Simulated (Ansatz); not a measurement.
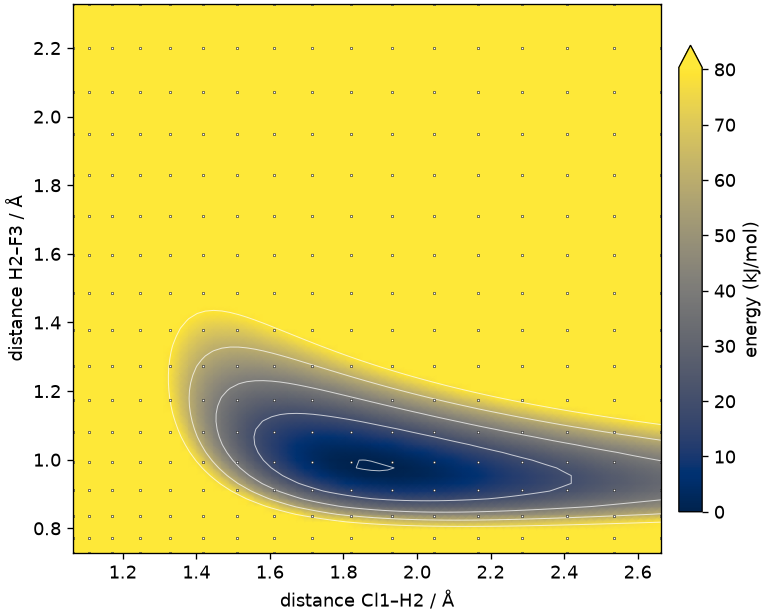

The system Cl⁻ + HF. 
- Coordinates scanned: (1) distance Cl1–H2; (2) distance H2–F3.
- Nothing is relaxed (the angle Cl1–H2–F3 is fixed at 180 degrees).
- The grid has 17 × 17 points.
- Points are written as (first, second).
- Energies: kJ/mol, counted from the lowest grid point.
- The reference is spin-restricted, so regions where a bond is pulled apart into radicals lie too high.
- All numbers below come from RKS PBE0-D4/aug-cc-pVTZ (Ansatz 0.2.0).

The picture shows a smooth colour map with a few white contour lines, dots at the grid points, one colour for all values above the top of the scale. Between grid points the surface is interpolated.

Q: Estimate the position of the minimum and the force constants in these coordinates.

A: The interpolated minimum is at distance Cl1–H2 ≈ 1.878 Å, distance H2–F3 ≈ 0.980 Å. The curvatures there are about 3.5 eV/Å² and 37 eV/Å², with a cross term of about 5.2 eV/Å². Round the minimum the valley is somewhat tilted: raising distance Cl1–H2 shifts the best value of distance H2–F3 downwards (coupling k₁₂/√(k₁₁k₂₂) about 0.5). (1 eV is 96.5 kJ/mol.)
